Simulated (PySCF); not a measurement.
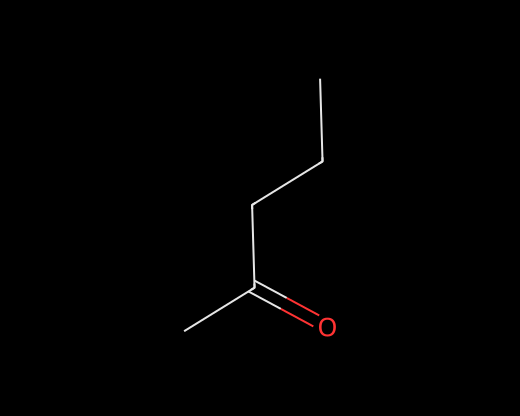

Transcribe the drawing into SMILES.

Answer. CCCC(C)=O

What is the molecular formula?

Answer. C5H10O.

More results for the same structure follow; atom numbers are the same in all pictures, views and colours differ. Computed geometry: PBE0-D3(BJ)/def2-SVP optimisation. No frequency run is at hand to confirm it as a minimum.

Shape

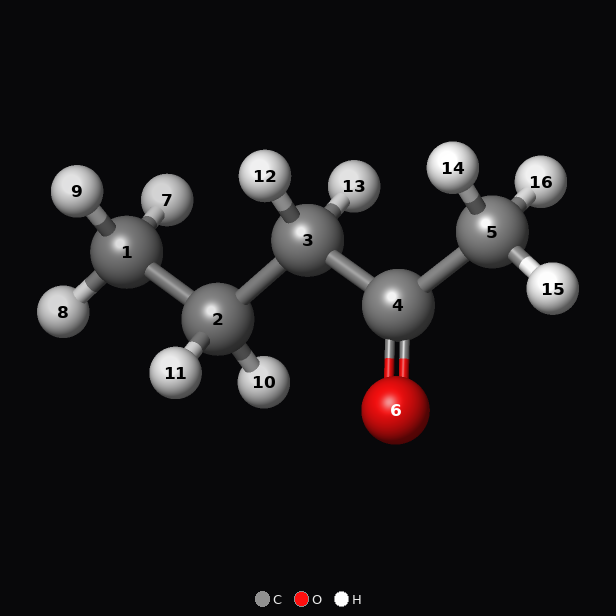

No frequency run is at hand to confirm it as a minimum.

What are the angles C2–C1–H7, C2–C1–H8, C2–C1–H9, C2–C3–C4, C2–C3–H12, C3–C2–H10, C3–C2–H11, C3–C4–C5, C4–C3–H12, C4–C5–H15, C4–C5–H16, C5–C4–O6?

```tsv
angle	degrees
C2–C1–H7	111.5
C2–C1–H8	111.4
C2–C1–H9	111.5
C2–C3–C4	114.0
C2–C3–H12	111.1
C3–C2–H10	108.8
C3–C2–H11	108.7
C3–C4–C5	116.6
C4–C3–H12	107.6
C4–C5–H15	109.7
C4–C5–H16	110.5
C5–C4–O6	121.7
```

Core levels

No frequency run is at hand to confirm it as a minimum. Level of theory: delta-SCF UKS SCAN, pcX-2 on the ionised atom, pcseg-1 elsewhere, spin-free X2C (PySCF 2.14.0).

Give the core-electron binding energies (to vacuum) of C1 1s, C2 1s, C3 1s, C4 1s, C5 1s, O6 1s.

```tsv
atom	level	binding energy (eV)
C1	1s	290.7
C2	1s	290.6
C3	1s	290.8
C4	1s	293.3
C5	1s	291.0
O6	1s	537.6
```

NMR shielding

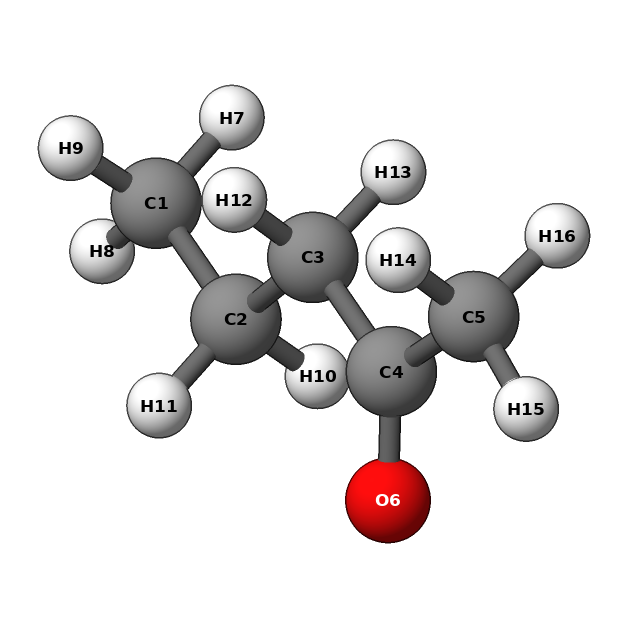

No frequency run is at hand to confirm it as a minimum. Properties computed with GIAO PBE0/pcSseg-1 NMR shielding, non-relativistic, gas phase (PySCF 2.14.0). Principal shieldings σ11 ≤ σ22 ≤ σ33, span Ω = σ33 − σ11, skew κ = 3(σiso − σ22)/Ω.

Which C atom has the most anisotropic shielding?

Answer. C4, with a span of 212 ppm.

Give the shielding tensors of the C atoms.

```tsv
atom	σ11	σ22	σ33	σiso	Ω	κ
C1	159.9	162.6	185.6	169.3	25.7	0.79
C2	160.5	165.1	171.2	165.6	10.7	0.15
C3	113.5	121.3	178.5	137.7	65.0	0.76
C4	−112.1	−63.6	100.1	−25.2	212.2	0.54
C5	133.0	135.4	192.0	153.5	59.0	0.92
```

Shieldings and span in ppm.

Polarisability

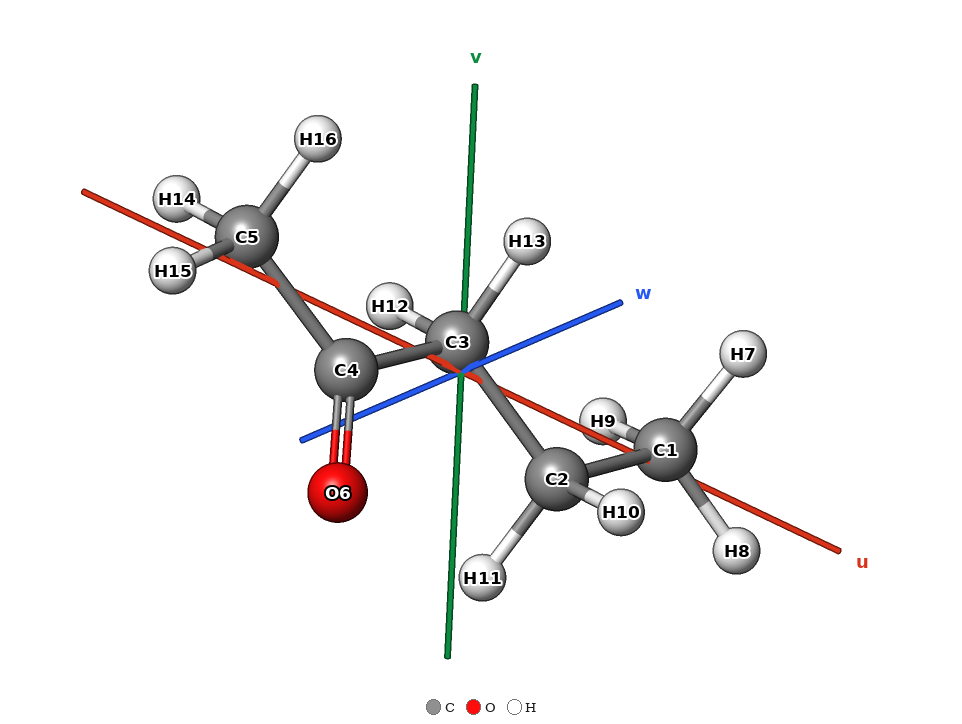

The lines u, v and w are the principal axes of the static dipole polarisability. No frequency run is at hand to confirm it as a minimum. Method: B3LYP/def2-SVPD (PySCF 2.14.0).

Along which axis is the molecule most polarisable, and along which least?

Answer. Most along u (close to the long direction C1···C5), least along w.

Give the three principal values.

Answer. u 77.2, v 66.9, w 54.1 bohr³; mean 66.1, anisotropy 20.0 bohr³.
